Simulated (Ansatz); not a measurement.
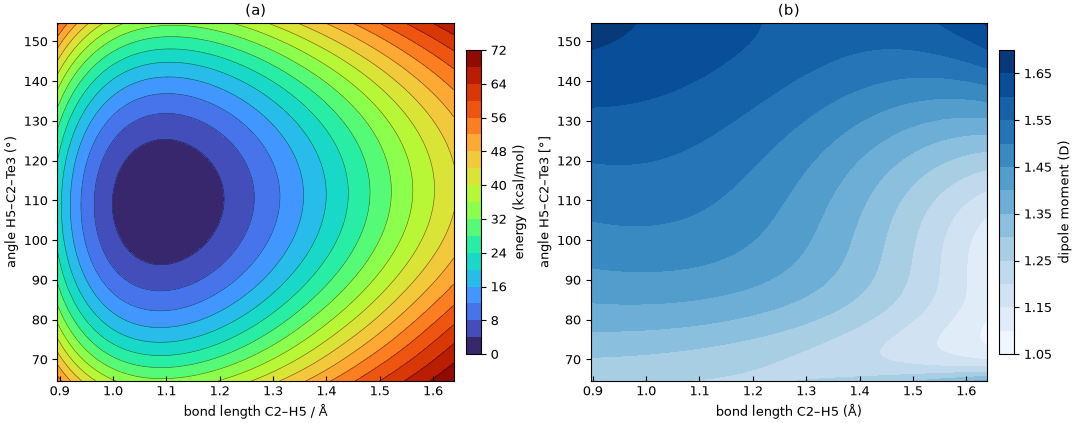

CH₃ClTe, SMILES ClC[TeH]. First axis: bond length C2–H5. Second axis: angle H5–C2–Te3. Nothing is relaxed (all other coordinates rigid). The grid has 15 × 15 points. All energies are given in kcal/mol relative to the relaxed molecule at the same level. The reference is spin-restricted, which grows unreliable where a bond is stretched far. All numbers below come from RKS PBE-D4/def2-TZVP (Ansatz 0.2.0).

Panel (a) is the energy; panel (b) is the computed dipole moment, in D.

Drawn: filled contours. Between grid points the surface is interpolated.

> How does the dipole moment vary over the map, and what is it at the lowest grid point?

Leaving out the highest fifth of the energies, it runs from 1.17 D at bond length C2–H5 = 1.586 Å, angle H5–C2–Te3 = 96.8° to 1.65 D at bond length C2–H5 = 1.002 Å, angle H5–C2–Te3 = 154.6°. At the lowest grid point, bond length C2–H5 = 1.109 Å, angle H5–C2–Te3 = 109.6°, it is 1.50 D.

```csv
"angle H5–C2–Te3 ↓, bond length C2–H5 →",0.896,0.949,1.002,1.055,1.109,1.162,1.215,1.268,1.321,1.374,1.427,1.480,1.533,1.586,1.639
154.6,1.67,1.66,1.65,1.63,1.62,1.61,1.60,1.59,1.58,1.58,1.57,1.58,1.59,1.62,1.66
148.2,1.65,1.64,1.64,1.63,1.62,1.60,1.59,1.58,1.57,1.56,1.55,1.55,1.56,1.57,1.60
141.8,1.63,1.63,1.62,1.61,1.60,1.59,1.57,1.56,1.54,1.53,1.52,1.51,1.51,1.51,1.53
135.3,1.61,1.60,1.60,1.59,1.58,1.57,1.55,1.53,1.51,1.49,1.47,1.46,1.45,1.45,1.45
128.9,1.58,1.58,1.58,1.57,1.56,1.55,1.53,1.51,1.48,1.46,1.43,1.41,1.39,1.38,1.38
122.5,1.56,1.56,1.56,1.55,1.54,1.53,1.51,1.48,1.46,1.43,1.39,1.36,1.34,1.31,1.30
116.1,1.54,1.54,1.54,1.53,1.52,1.51,1.49,1.46,1.43,1.40,1.36,1.33,1.29,1.26,1.23
109.6,1.52,1.52,1.52,1.51,1.50,1.49,1.47,1.44,1.41,1.38,1.34,1.30,1.25,1.21,1.18
103.2,1.49,1.50,1.50,1.49,1.49,1.47,1.45,1.43,1.40,1.36,1.32,1.28,1.23,1.18,1.13
96.8,1.47,1.47,1.47,1.47,1.46,1.45,1.43,1.41,1.38,1.35,1.31,1.27,1.22,1.17,1.11
90.3,1.44,1.44,1.44,1.44,1.43,1.42,1.41,1.39,1.36,1.33,1.30,1.26,1.21,1.16,1.11
83.9,1.40,1.40,1.40,1.40,1.39,1.38,1.37,1.35,1.33,1.30,1.27,1.24,1.20,1.16,1.11
77.5,1.35,1.35,1.35,1.35,1.34,1.33,1.31,1.30,1.28,1.26,1.23,1.20,1.17,1.13,1.09
71.1,1.30,1.30,1.30,1.29,1.28,1.28,1.26,1.25,1.24,1.22,1.20,1.19,1.17,1.15,1.13
64.6,1.26,1.26,1.25,1.25,1.25,1.25,1.25,1.25,1.25,1.26,1.27,1.29,1.31,1.33,1.36
```
